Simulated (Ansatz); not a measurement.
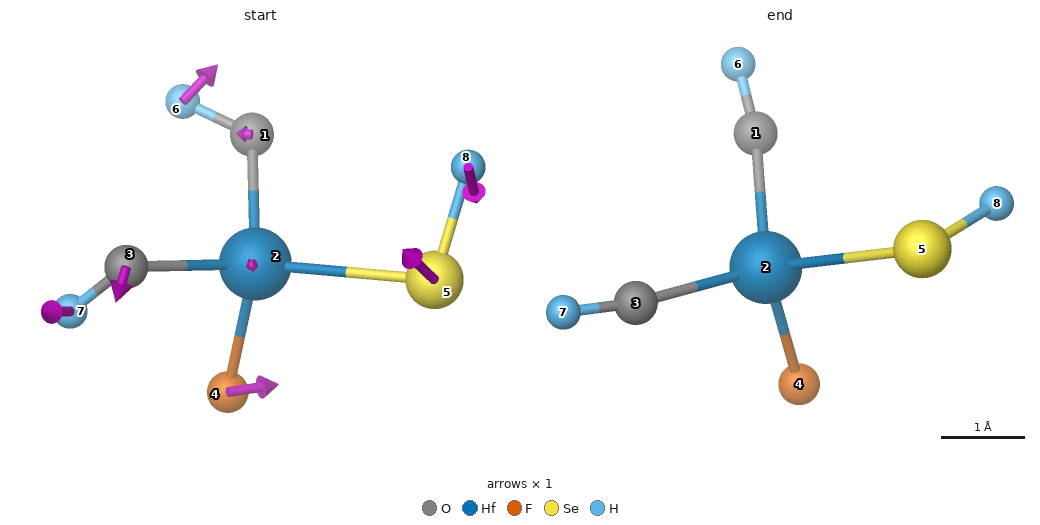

The structure of HfH3SeO2F before (left) and after (right) a relaxation, at one scale. The purple arrows give the displacements, at their true length.

The picture is a ball-and-stick view, seen at a tilt.

The start comes from GFN2-xTB.

Method: RKS PBE0-D4/def2-TZVP in Ansatz 0.2.0.

Input file:
```yaml
crystal:
  periodic: [false, false, false]
  atoms:
    - {symbol: O, position_ang: [-0.901210, 1.285790, 0.590440]}
    - {symbol: Hf, position_ang: [-0.082580, -0.293060, 0.065940]}
    - {symbol: O, position_ang: [1.693870, -0.172600, 0.575950]}
    - {symbol: F, position_ang: [-0.522340, -1.765570, 1.120800]}
    - {symbol: Se, position_ang: [-0.627700, -0.761530, -2.274940]}
    - {symbol: H, position_ang: [-0.576630, 1.784790, 1.346530]}
    - {symbol: H, position_ang: [1.844150, -0.616310, 1.418550]}
    - {symbol: H, position_ang: [-0.827560, 0.538480, -2.843260]}
basis:
  gaussian: {orbitals: def2-TZVP}
hamiltonian: {xc: pbe0, dispersion: d4}
relax: {f_tol: 0.005, max_steps: 150}
```

Run as
```bash
ansatz run in.yaml --threads 4 --pin off --events-out ev --progress --plain --max-ram 10444MiB
```

> Describe what moved and what it gained.

Se5 moves most after the best rigid fit: 0.80 Å. Largest moves by element: Se 0.80 Å, H 0.79 Å, F 0.69 Å, O 0.46 Å, Hf 0.13 Å. Near-neighbour distances that change, for instance: Hf2–Se5 2.449 → 2.603 Å, O1–Hf2 1.854 → 1.906 Å, Hf2–O3 1.852 → 1.903 Å, Hf2–F4 1.864 → 1.911 Å. Among the angles between lasting bonds that change: Hf2–O3–H7 111.1° → 168.5°, Hf2–O1–H6 121.0° → 169.0°, O3–Hf2–Se5 119.3° → 105.2°. Groups turn about Hf2–Se5 by about 80°. After 21 accepted moves (24 points after the start) the energy has fallen by 86.9 kJ/mol. Largest force component: 2.8 eV/Å at the start, 0.0022 eV/Å at the end. The line search rejected the trial steps at points 9, 14, 16 of the run.
